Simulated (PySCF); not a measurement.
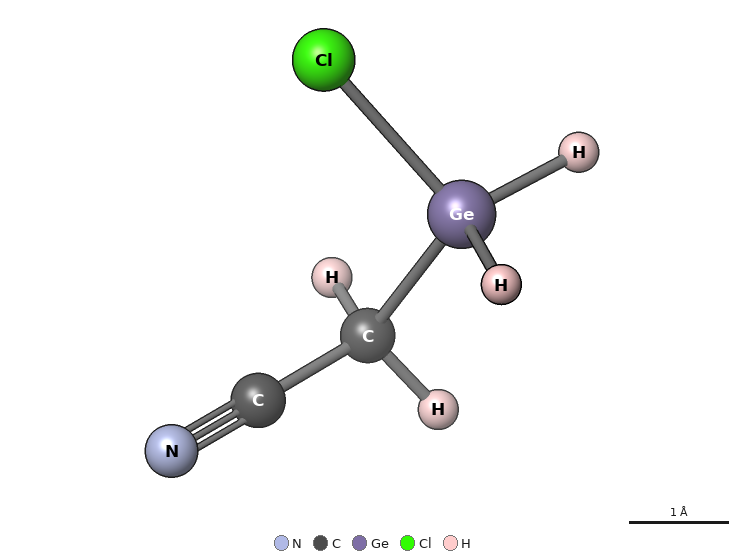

Depth is shown by fading: the farther an atom, the more it takes the colour of the background. Computed geometry: PBE0-D3(BJ)/def2-SVP optimisation. No frequency run is at hand to confirm it as a minimum. Masses are those of the most abundant isotopes; constants are for the rigid equilibrium geometry.

### What kind of rotor is it, and what are its rotational constants in MHz?

An asymmetric top (C1): A = 3696, B = 1692, C = 1268 MHz. Ray's parameter κ is −0.65, nearer the prolate limit.
